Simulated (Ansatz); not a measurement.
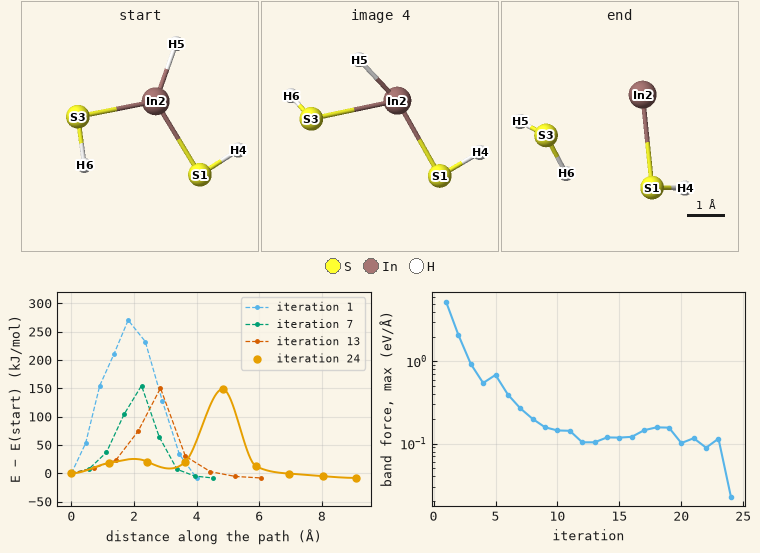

NEB run on InH3S2. Images are numbered from 0 (start) to 8 (end). The plot follows the band through its iterations. The picture is a ball-and-stick view, seen from a free direction.

Method: Ansatz, RKS PBE-D4/def2-SVP.

Input file:
```yaml
crystal:
  periodic: [false, false, false]
  atoms:
    - { symbol: S, position_ang: [-0.751178, -1.760286, 0.120562] }
    - { symbol: In, position_ang: [0.30029, 0.341208, -0.486515] }
    - { symbol: S, position_ang: [0.329308, 1.940955, 1.333294] }
    - { symbol: H, position_ang: [-0.549512, -2.300594, -1.115606] }
    - { symbol: H, position_ang: [0.963217, 0.699057, -2.040703] }
    - { symbol: H, position_ang: [-0.292125, 1.079659, 2.188958] }
basis:
  gaussian: { orbitals: def2-SVP }
hamiltonian:
  xc: pbe
  dispersion: d4
neb:
  order_check: false
  images: 7
  f_tol: 0.05
  max_iterations: 60
  final_atoms:
    - { symbol: S, position_ang: [-0.70621344, -1.56094937, 0.33219342] }
    - { symbol: In, position_ang: [1.43289068, -0.85127365, -0.94442588] }
    - { symbol: S, position_ang: [0.59549093, 1.68285548, 0.78986416] }
    - { symbol: H, position_ang: [-1.04127297, -2.53931546, -0.55541379] }
    - { symbol: H, position_ang: [0.25004368, 2.36856606, -0.33531794] }
    - { symbol: H, position_ang: [-0.53093889, 0.90011594, 0.71309002] }
  initial_path:
    images:
      - { positions_ang: [[-0.751178, -1.760286, 0.120562], [0.30029, 0.341208, -0.486515], [0.329308, 1.940955, 1.333294], [-0.549512, -2.300594, -1.115606], [0.963217, 0.699057, -2.040703], [-0.292125, 1.079659, 2.188958]] }
      - { positions_ang: [[-0.76463865, -1.79993899, 0.12972919], [0.29515707, 0.26171239, -0.56334678], [0.36967724, 1.91907993, 1.18953158], [-0.5986731, -2.38026236, -1.07821061], [0.94809881, 0.91469435, -1.73630657], [-0.24962137, 1.08471368, 2.05859319]] }
      - { positions_ang: [[-0.77809931, -1.83959199, 0.13889638], [0.29002415, 0.18221678, -0.64017856], [0.41004648, 1.89720486, 1.04576917], [-0.6478342, -2.45993072, -1.04081523], [0.93298061, 1.13033171, -1.43191014], [-0.20711773, 1.08976836, 1.92822839]] }
      - { positions_ang: [[-0.79155996, -1.87924498, 0.14806356], [0.28489122, 0.10272117, -0.71701034], [0.45041573, 1.87532979, 0.90200675], [-0.6969953, -2.53959907, -1.00341984], [0.91786242, 1.34596906, -1.12751372], [-0.1646141, 1.09482304, 1.79786358]] }
      - { positions_ang: [[-0.80502062, -1.91889798, 0.15723075], [0.27975829, 0.02322556, -0.79384213], [0.49078497, 1.85345472, 0.75824434], [-0.7461564, -2.61926743, -0.96602445], [0.90274422, 1.56160642, -0.82311729], [-0.12211047, 1.09987772, 1.66749878]] }
      - { positions_ang: [[-0.78031882, -1.82941083, 0.20097142], [0.56804139, -0.19539925, -0.83148806], [0.51696146, 1.81080491, 0.76614929], [-0.81993554, -2.59927944, -0.86337179], [0.73956909, 1.76334633, -0.70116745], [-0.22431757, 1.04993727, 1.42889659]] }
      - { positions_ang: [[-0.75561703, -1.73992367, 0.24471209], [0.85632449, -0.41402405, -0.869134], [0.54313795, 1.7681551, 0.77405425], [-0.89371469, -2.57929145, -0.76071912], [0.57639395, 1.96508624, -0.57921761], [-0.32652468, 0.99999683, 1.1902944]] }
      - { positions_ang: [[-0.73091523, -1.65043652, 0.28845275], [1.14460759, -0.63264885, -0.90677994], [0.56931444, 1.72550529, 0.78195921], [-0.96749383, -2.55930346, -0.65806645], [0.41321882, 2.16682615, -0.45726778], [-0.42873178, 0.95005639, 0.95169221]] }
      - { positions_ang: [[-0.70621344, -1.56094937, 0.33219342], [1.43289068, -0.85127365, -0.94442588], [0.59549093, 1.68285548, 0.78986416], [-1.04127297, -2.53931546, -0.55541379], [0.25004368, 2.36856606, -0.33531794], [-0.53093889, 0.90011594, 0.71309002]] }
```

Run as
```bash
ansatz run input.yaml --threads 1 --pin off --max-ram 2048MiB --backend cpu --events-out ev --progress --plain --runs-dir out
```

Question: How did the profile develop, and is the result final?

Answer: The run is converged, with reservations. The band converged in 24 iterations. The largest component of the band force went from 5.3 to 0.023 eV/Å. The climbing image converged on the top of the path. Its vibrational analysis gives one imaginary mode (807i cm⁻¹), as a transition state must have. The first iteration put the highest image at 270.4 kJ/mol. Forward barrier 148.7 kJ/mol, backward barrier 156.9 kJ/mol, with image 4 at the top; the reaction energy is −8.2 kJ/mol.
